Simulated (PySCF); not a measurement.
# C3H5F (Allyl Fluoride): the cost of one run

Computed with PySCF 2.14.0, with density-fitted response routines of our own, on a single molecule, in the gas phase or a continuum. Atoms count from 0, in the outputs and in this text.

## 1. Starting geometry

9 atoms, charge 0, multiplicity 1; geometry from: GFN2-xTB. The atoms were then displaced at random by about 0.01 Å, so the start is not that level's minimum.

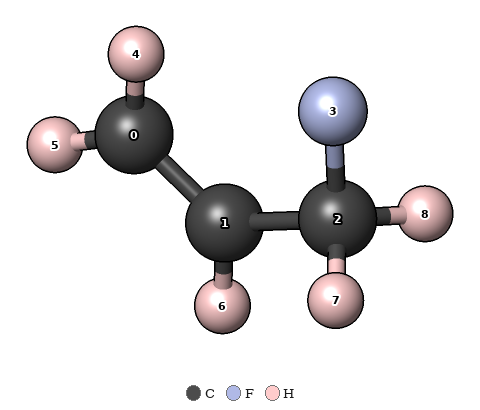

As it starts; carbon dark grey, fluorine light blue, hydrogen pink, atoms numbered; sticks join atoms by distance.

## 2. Geometry optimisation at PBE0-D3(BJ)/def2-TZVP

Job settings and geometry (Å):

```
{"job": {"xc": "PBE0", "basis": "def2-TZVP", "d3": "d3bj", "grid": 2, "shake": 0.01, "kind": "geom"}, "charge": 0, "multiplicity": 1}
C      1.319490     0.306670     0.347100
C      0.336570    -0.073990    -0.472970
C     -1.116030    -0.224220    -0.096960
F     -1.294020     0.114010     1.217880
H      1.090700     0.577620     1.358960
H      2.315620     0.429380     0.012880
H      0.549320    -0.327080    -1.502540
H     -1.717030     0.436810    -0.703980
H     -1.426790    -1.256340    -0.194100
```

Run with:

```bash
$ OMP_NUM_THREADS=1 python probes_run.py task.json out
```

One launch serves the whole session: the jobs run in the order shown.

**Question.** How long does this first job take on 1 thread of Arm Neoverse V1, shared host, and how much memory does it need?

About 55 s, with a peak of 0.68 GiB.
